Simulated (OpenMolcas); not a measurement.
# One shape, several levels: SiH3 (silyl radical)

Wanted: a comparison of 6 runs (ROHF/3-21G, U-r2SCAN/3-21G, UM06-2X/3-21G, UPBE/3-21G, UPBE0/3-21G, ROCCSD(T)/3-21G) of SiH3 (silyl radical). 

The calculation is run with OpenMolcas 26.06.

## 1. The molecule

SiH3 has 4 atoms, charge 0, and is taken as a doublet. SMILES: `[SiH3]`. The Si1–H4 distance was set to 2.229 Å, away from the relaxed value. At this shape the atoms don't form one bonded unit as the SMILES string has it.

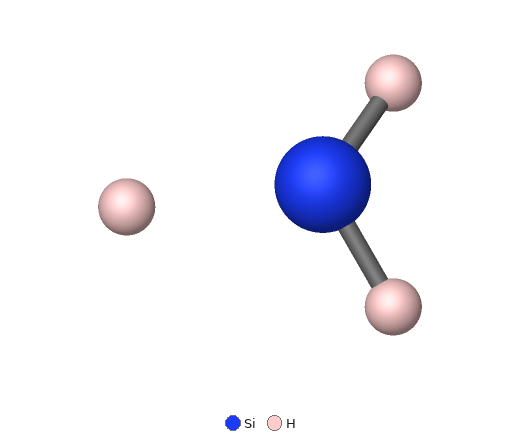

The structure, seen from a chosen angle (silicon blue, hydrogen pink).

## 2. The energy at ROHF/3-21G (run 1)

step1.inp

```
&GATEWAY
 BasLib=$CurrDir
 Coord
 4
 bohr
 Si     1.42700212    -0.79745309     0.49883101
 H      1.92847874     0.51061534     2.93266597
 H      0.44846413    -3.39535408     0.92243201
 H     -1.18842986     1.44233346    -1.92750175
 Basis=3-21G
 Group=NoSym

&SEWARD

&SCF
 UHF
 Spin=2
 PrOrbitals=1 1

&RASSCF
 FileOrb=$Project.UnaOrb
 Spin=2
 Nactel=1 0 0
 Inactive=8
 Ras2=1
 OutOrbitals=Canonical
 OrbListing=Nothing
```

The basis set 3-21G is read from a file made from the Basis Set Exchange's data (not shown).

The run is started by

```sh
$ export MOLCAS_MEM=1860
$ pymolcas step1.inp > step1.log
```

Output:

```text
--- Start Module: gateway ---
[...]
--- Stop Module: gateway /rc=_RC_ALL_IS_WELL_ ---
[...]
      Basis functions           19
[...]
--- Start Module: scf ---
[...]
       Convergence after  17 Iterations
[...]
::    Total SCF energy                               -289.0049340312
[...]
      Total spin, S                                     0.5012468462
[...]
--- Stop Module: scf /rc=_RC_ALL_IS_WELL_ ---
--- Start Module: rasscf ---
[...]
      Number of active orbitals                  1
[...]
      Spin quantum number                      0.5
[...]
      Active orbitals                            1
[...]
      Number of CSFs                             1
[...]
      Number of root(s) required                 1
[...]
      Convergence after  7 iterations
[...]
      printout of CI-coefficients larger than  0.05 for root  1
      energy=    -289.004363
      conf/sym  1     Coeff  Weight
             1  u   1.00000 1.00000
      Natural orbitals and occupation numbers for root  1
      sym 1:   1.000000
      ************************************************************************************************************************
      *                                                    Final results                                                     *
[...]
::    RASSCF root number  1 Total energy:   -289.00436346
[...]
      Total electronic charge=   17.000000
      Total            charge=   -0.000000
[...]
      Dipole Moment (debye):
      Origin of the operator (angstrom)=    0.7019   -0.4057    0.2714
                   X=  8.9936E-01               Y= -6.5429E-01               Z=  6.0913E-01           Total=  1.2681E+00
      Quadrupole Moment (debye*angstrom):
[...]
--- Stop Module: rasscf /rc=_RC_ALL_IS_WELL_ ---
[...]
```

It took 2 s on 1 thread of Arm Neoverse V2, shared host; peak memory 0.37 GiB.

## 3. A single-point energy at U-r2SCAN/3-21G (run 2)

run.input

```
&GATEWAY
  BASLIB = $CurrDir
  COORD
  4
  bohr
  Si     1.42700212    -0.79745309     0.49883101
  H      1.92847874     0.51061534     2.93266597
  H      0.44846413    -3.39535408     0.92243201
  H     -1.18842986     1.44233346    -1.92750175
  BASIS = 3-21G
  GROUP = NoSym

&SEWARD
  GRIDINPUT
  Grid=UltraFine
  End of Grid

&SCF
  UHF
  SPIN = 2
  KSDFT = 2
  1.0 MGGA_X_R2SCAN
  1.0 MGGA_C_R2SCAN
  THRESHOLDS = 1e-10 1e-07 1e-07 1e-05
  PRORBITALS = 1 1
```

The basis set 3-21G is read from a file made from the Basis Set Exchange's data (not shown).

The run is started by

```sh
$ export MOLCAS_MEM=1860
$ pymolcas run.input > run.log
```

Output:

```text
--- Start Module: gateway ---
[...]
--- Stop Module: gateway /rc=_RC_ALL_IS_WELL_ ---
--- Start Module: seward ---
[...]
      Basis functions           19
--- Stop Module: seward /rc=_RC_ALL_IS_WELL_ ---
--- Start Module: scf ---
[...]
       Convergence after  14 Iterations
[...]
::    Total KS-DFT energy                            -289.5664597890
[...]
      Total spin, S                                     0.5011010720
[...]
      Total electronic charge=   17.000000
      Total            charge=   -0.000000
[...]
      Dipole Moment (debye):
      Origin of the operator (angstrom)=    0.7019   -0.4057    0.2714
                   X=  4.9101E-01               Y= -5.0496E-01               Z=  6.1962E-01           Total=  9.3809E-01
      Quadrupole Moment (debye*angstrom):
[...]
--- Stop Module: scf /rc=_RC_ALL_IS_WELL_ ---
[...]
```

It took 6.3 s on 1 thread of Arm Neoverse V2, shared host; peak memory 0.37 GiB.

Runs 3 to 5 aren't shown in full; the table further down has their settings and results.

## 4. The energy at ROCCSD(T)/3-21G (run 6)

run.inp

```
&GATEWAY
 BasLib = $CurrDir
 Coord
 4
 bohr
 Si     1.42700212    -0.79745309     0.49883101
 H      1.92847874     0.51061534     2.93266597
 H      0.44846413    -3.39535408     0.92243201
 H     -1.18842986     1.44233346    -1.92750175
 Basis = 3-21G
 Group = NoSym

&SEWARD

&SCF
 UHF
 Spin = 2
 Thresholds = 1e-10 1e-07 1e-07 1e-05
 PrOrbitals = 1 1

&RASSCF
 FileOrb = $Project.UnaOrb
 Spin = 2
 Nactel = 1 0 0
 Inactive = 8
 Ras2 = 1
 OutOrbitals = Canonical
 OrbListing = Nothing

&MOTRA
 JobIph
 Frozen = 5

&CCSDT
 CCT
 Triples = 3
 Iterations = 80
 Accuracy = 1e-08
 Extrapolation = 5 4
```

The basis set 3-21G is read from a file made from the Basis Set Exchange's data (not shown).

The run is started by

```sh
$ export MOLCAS_MEM=1860
$ pymolcas run.inp > run.log
```

Output:

```text
--- Start Module: gateway ---
[...]
--- Stop Module: gateway /rc=_RC_ALL_IS_WELL_ ---
[...]
      Basis functions           19
[...]
       Convergence after  20 Iterations
[...]
::    Total SCF energy                               -289.0049340312
[...]
      Total spin, S                                     0.5012474499
[...]
      Number of active orbitals                  1
[...]
      Spin quantum number                      0.5
[...]
      Active orbitals                            1
[...]
      Number of CSFs                             1
[...]
      Number of root(s) required                 1
[...]
      Convergence after  7 iterations
[...]
      printout of CI-coefficients larger than  0.05 for root  1
      energy=    -289.004363
      conf/sym  1     Coeff  Weight
             1  u   1.00000 1.00000
      Natural orbitals and occupation numbers for root  1
      sym 1:   1.000000
      ************************************************************************************************************************
      *                                                    Final results                                                     *
[...]
::    RASSCF root number  1 Total energy:   -289.00436346
[...]
      Total electronic charge=   17.000000
      Total            charge=   -0.000000
[...]
      Dipole Moment (debye):
      Origin of the operator (angstrom)=    0.7019   -0.4057    0.2714
                   X=  8.9936E-01               Y= -6.5429E-01               Z=  6.0913E-01           Total=  1.2681E+00
      Quadrupole Moment (debye*angstrom):
[...]
--- Start Module: motra ---
[...]
      *** WARNING: Default frozen orbitals is overwritten by user input.
      *** Default values:   2
[...]
--- Stop Module: motra /rc=_RC_ALL_IS_WELL_ ---
--- Start Module: ccsdt ---
[...]
      Convergence after                    22  Iterations
      Total energy (diff) :    -289.09170573      -0.00000001
[...]
 METHOD                       : CCSD+T(CCSD)+<T3(1)WT1>+<T3(1)UT2> = CCSD(T)
[...]
       CCSD     =      -289.0917057260696
[...]
--- Stop Module: ccsdt /rc=_RC_ALL_IS_WELL_ ---
[...]
```

It took 2.2 s on 1 thread of Arm Neoverse V2, shared host; peak memory 0.37 GiB.

## 5. All runs side by side

| run | level | integration grid | SCF convergence threshold | frozen core orbitals | energy (Eh) | dipole moment (D) | wall time |
| --- | --- | --- | --- | --- | --- | --- | --- |
| 1 | ROHF/3-21G | – | – | – | -289.004363 | 1.27 | 2 s |
| 2 | U-r2SCAN/3-21G | UltraFine | 1e-10 | – | -289.566460 | 0.94 | 6.3 s |
| 3 | UM06-2X/3-21G | UltraFine | 1e-10 | – | -289.564648 | 1.00 | 6.3 s |
| 4 | UPBE/3-21G | UltraFine | 1e-10 | – | -289.455979 | 0.91 | 4.2 s |
| 5 | UPBE0/3-21G | UltraFine | 1e-10 | – | -289.485476 | 0.95 | 4.5 s |
| 6 | ROCCSD(T)/3-21G | – | 1e-10 | 5 | -289.093301 | – | 2.2 s |

## 6. Outcome

```
             quantity          value
  run 6: total energy  -289.09330 Eh
run 6: (T) correction      -1.59 mEh
```

**Reading.** Among the runs that give it from their own density at one geometry, the dipole moment runs from 0.91 D (UPBE/3-21G) to 1.27 D (ROHF/3-21G). Totals of different functionals can't be ranked against each other. All runs together took 26 s, the longest 6.3 s.
